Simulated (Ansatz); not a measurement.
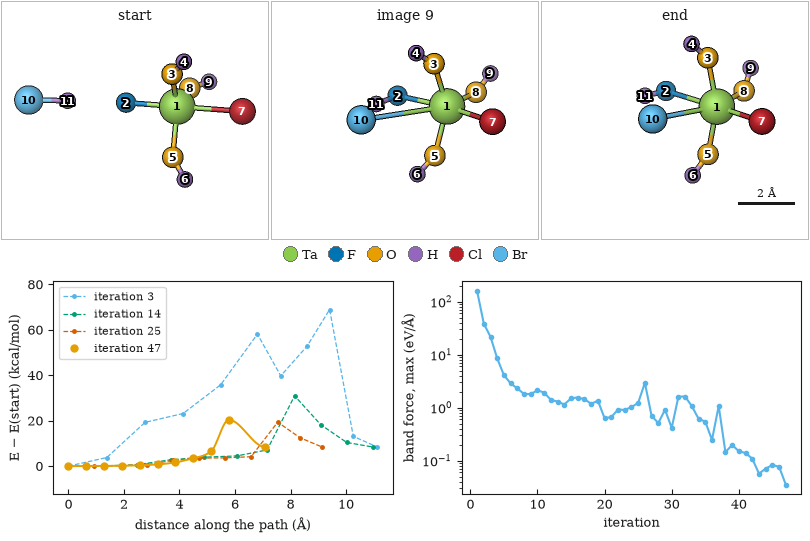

A nudged-elastic-band calculation for TaH$_{4}$O$_{3}$BrClF. Images are numbered from 0 (start) to 10 (end). The plot follows the band through its iterations. The picture is a ball-and-stick view, seen at a tilt.

Method: RHF/def2-SVP (Ansatz 0.2.0). Settings: 9 movable images; climbing image; force threshold 0.05 eV/Å; iteration limit 60; starting path through a guess of the saddle point.

**Judge this run.**

The result is final at these settings. The band converged in 47 iterations. The largest component of the band force went from 160 to 0.035 eV/Å. The climbing image converged on the top of the path. Its vibrational analysis gives one imaginary mode (942i cm⁻¹), as a transition state must have. The first iteration put the highest image at 712.2 kcal/mol. The highest point, image 9, lies 20.4 kcal/mol above the start and 12.0 kcal/mol above the end; the end is at +8.4 kcal/mol relative to the start.

Limits of the set-up: Hartree-Fock leaves out electron correlation.

Cost: 14 min on 4 threads of Arm Neoverse V2, with other jobs on the host, peak memory 0.55 GiB.
